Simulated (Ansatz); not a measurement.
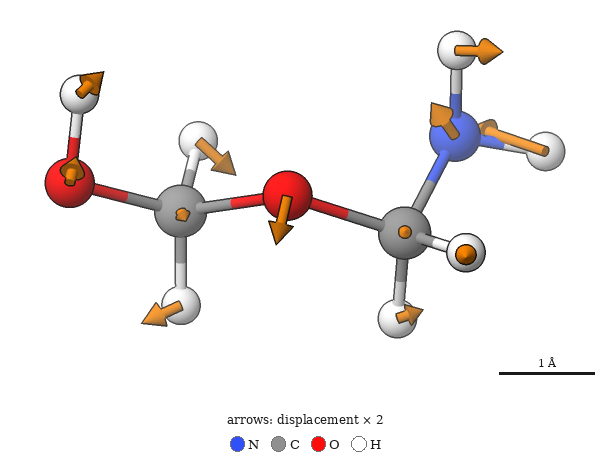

This is a relaxation of C2H7NO2 (coarse preliminary run). The starting structure is drawn; orange arrows show the displacements, 2 times their true length. The two geometries are superimposed by the best rigid fit.

Style: ball-and-stick. Shown face on.

The start comes from a force field.

Level of theory: Ansatz, RKS PBE-D4/def2-SVP.

Input
```yaml
crystal:
  periodic: [false, false, false]
  atoms:
    - {symbol: N, position_ang: [-0.808500, -0.151400, 1.523900]}
    - {symbol: C, position_ang: [-0.533000, -0.920000, 0.358900]}
    - {symbol: O, position_ang: [-0.342500, -0.091700, -0.781500]}
    - {symbol: C, position_ang: [1.059500, 0.487200, -0.766800]}
    - {symbol: O, position_ang: [1.163700, 1.175500, -1.994400]}
    - {symbol: H, position_ang: [-1.643300, 0.501900, 1.247800]}
    - {symbol: H, position_ang: [-1.170900, -0.711100, 2.259000]}
    - {symbol: H, position_ang: [-1.340400, -1.549800, 0.120100]}
    - {symbol: H, position_ang: [0.336700, -1.546700, 0.601100]}
    - {symbol: H, position_ang: [1.754300, -0.302100, -0.692000]}
    - {symbol: H, position_ang: [1.103000, 1.172200, 0.093900]}
    - {symbol: H, position_ang: [0.498300, 1.880900, -1.935800]}
basis:
  gaussian: {orbitals: def2-SVP}
hamiltonian: {xc: pbe, dispersion: d4}
relax: {f_tol: 0.03, max_steps: 200}
```

Launched with:
```bash
ansatz run in.yaml --threads 4 --pin off --events-out ev --progress --plain --max-ram 10444MiB
```

**Which element moves most?**

Hydrogen: up to 0.53 Å, against 0.27 Å for nitrogen.

**What did the optimiser do to the structure, and how much energy did it gain?**

The energy falls by 0.559 eV in 9 accepted moves (10 points after the start). Largest force component: 3.7 eV/Å at the start, 0.029 eV/Å at the end. The line search rejected the trial step at point 4 of the run. The largest move after the best rigid fit is that of H7, 0.53 Å. By element the largest moves are H 0.53 Å, N 0.27 Å, O 0.27 Å, C 0.08 Å. Among the contacts that change: O3–C4 1.517 → 1.423 Å, N1–H6 1.095 → 1.026 Å, C2–H8 1.051 → 1.115 Å, N1–H7 0.992 → 1.025 Å. Bond angles that change, for instance: C2–N1–H6 105.3° → 111.8°, O5–C4–H10 112.2° → 106.5°, O3–C4–O5 104.2° → 109.6°. Groups turn about N1–C2 by about 35°, O3–C4 by about 25°. The run took 12 s on 4 threads of Arm Neoverse V2 (shared host).
